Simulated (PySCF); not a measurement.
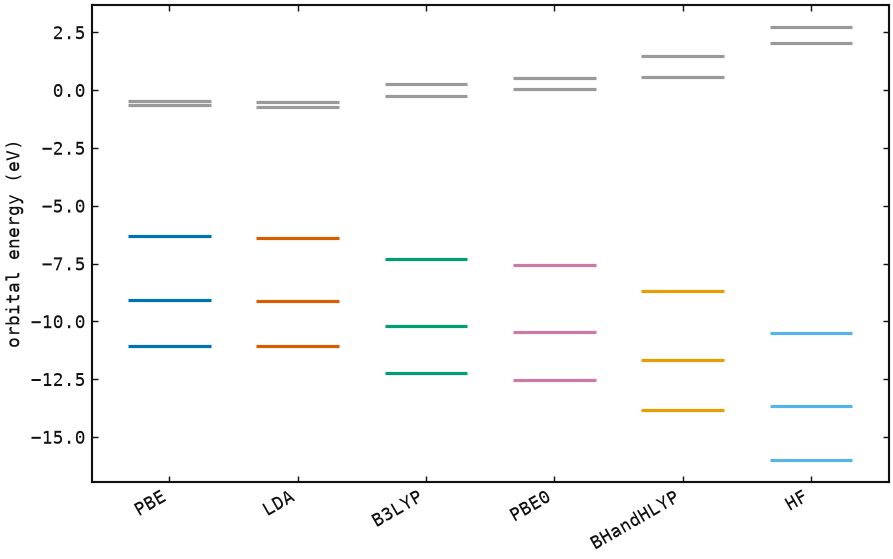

Frontier orbital energies of H₂S (hydrogen sulfide), SMILES S at one geometry, def2-SVPD, PySCF, at a PBE0-D3(BJ)/def2-SVP geometry (no frequency check). Empty levels are grey, levels within 0.1 eV stand side by side; all columns show the same few orbitals around the gap.

### Compare the HOMO-LUMO separations.

The separation grows from 5.66 eV (PBE) to 12.55 eV (HF).

```csv
level,HOMO (eV),LUMO (eV),separation (eV)
PBE,−6.31,−0.65,5.66
LDA,−6.39,−0.71,5.68
B3LYP,−7.32,−0.25,7.07
PBE0,−7.57,0.07,7.64
BHandHLYP,−8.69,0.56,9.25
HF,−10.48,2.06,12.55
```

Limits of at least one run: empty levels above zero depend strongly on the basis.
